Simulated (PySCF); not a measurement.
Ru(MeCp)2, C12H14Ru, singlet, GFN2-xTB optimised geometry. Atoms within 1.6 Å of the plane z = 0.0 Å (x, y, z in Å): Ru1 (-0.69, 0.58, 0.00), C2 (2.52, -0.48, -0.41), C3 (1.53, 0.58, 0.00), C4 (1.07, 0.82, 1.33), C5 (0.33, 2.04, 1.33), C6 (0.33, 2.55, 0.00), C7 (1.07, 1.65, -0.82), H8 (3.53, -0.12, -0.25), H9 (2.40, -0.73, -1.46), H10 (2.38, -1.39, 0.18), H13 (-0.04, 3.52, -0.30), C15 (-0.91, -2.77, -0.56), C16 (-1.56, -1.42, -0.44), C17 (-1.86, -0.54, -1.52), C18 (-2.66, 0.53, -1.02), C19 (-2.86, 0.30, 0.38), C20 (-2.18, -0.89, 0.73), H21 (-1.67, -3.52, -0.80), H22 (-0.44, -3.06, 0.37), H23 (-0.17, -2.78, -1.35), H26 (-3.53, 0.86, 1.01).

Calculation: CAM-B3LYP/def2-SVP, def2 effective core potentials past Kr in PySCF. The core electrons that the potentials of Ru replace are not part of the density. Cells within 0.4 Å of a nucleus heavier than hydrogen are left out (blank, or x).

Map of the Laplacian of the electron density (e/bohr⁵), clipped to [-1.50, 1.50] on the plane z = 0.0 Å:

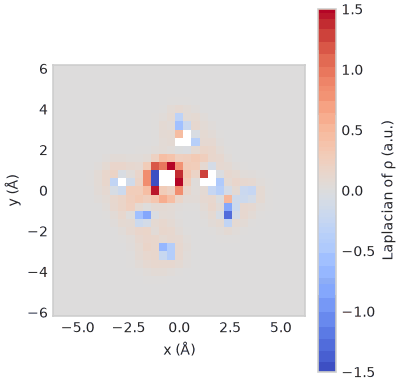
Figure. Laplacian of the electron density (e/bohr⁵), clipped to [-1.50, 1.50] on the plane z = 0.0 Å.
